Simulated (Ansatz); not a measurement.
**Fields on a plane of B (space group R-3m)**

```
B
1.0
    2.43813     1.40765     4.16642
   -2.43813     1.40765     4.16642
    0.00000    -2.81531     4.16642
B
12
Cartesian
 -1.56827   0.90544   2.81256
  1.56827  -0.90544   9.68670
  0.00000  -1.81089   2.81256
  0.00000   1.81089   9.68670
  1.56827   0.90544   2.81256
 -1.56827  -0.90544   9.68670
 -0.99525   0.57461   4.47049
  0.99525  -0.57461   8.02877
  0.00000  -1.14922   4.47049
  0.00000   1.14922   8.02877
  0.99525   0.57461   4.47049
 -0.99525  -0.57461   8.02877
```

The slice is a (-1 1 0 4) plane (indices of the conventional cell) through the point (0.346, 0.989, 0.989) (fractional), spanned by u = [1 0 -1] and v = [1 -1 1] in vectors of this cell: u (4.88 Å) and v (7.00 Å, at 90° to u). It covers one period; positions are fractions (u, v).

Atoms on it: B at (0.32, 0.34); B at (0.64, 0.00); B at (0.00, 0.00); B at (0.82, 0.61); B at (0.12, 0.76); B at (0.53, 0.76). Other atoms lie within 1 Å of the plane.

Computed with PBEsol (plane waves to 420 eV, PAW, scalar-relativistic; Ansatz, a first-principles code). k mesh 7×7×7. Inside the PAW spheres the values are not all-electron values, and peaks at nuclei hang on which shells count as valence. B was relaxed with its symmetry unable to fall.

```
|1122110000000011221122222222|
|1111111111111111111111000011|
|1122334444444433221111000011|
|2222559977779955222211111111|
|1111338855558833111111333311|
|0044776622226677440011444411|
|1144665522225577441111333311|
|4433444433334444334466333366|
|5533223344443322335588999988|
|4422112244442211224455555555|
|4422001155551100224433111133|
|3322112255552211223322111122|
|3322222211112222223322111122|
|2222223333333322222211111111|
|1111222233332222111100000000|
|0011112211112211110000000000|
|0011111111111111110000111100|
|1111111111111111111111222211|
|1133221100001122331133333333|
|0033221100001122330022333322|
```
Scale: ten equal steps from 0.003 (start of '0') to 0.076 (end of '9'), in the order '0123456789'. Values: density of the lowest conduction band (whole band as if filled, smooth part) in e/Å³. The map has 14 points along u (two characters each, u = 0 at the left) and 20 along v (v = 0 in the bottom row). 

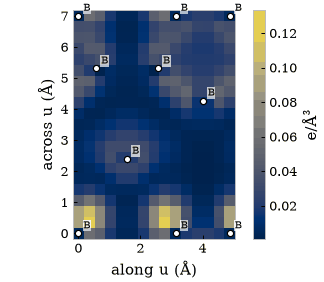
Density of the highest valence band (whole band, smooth part) in e/Å³, one period of the plane, atoms marked.
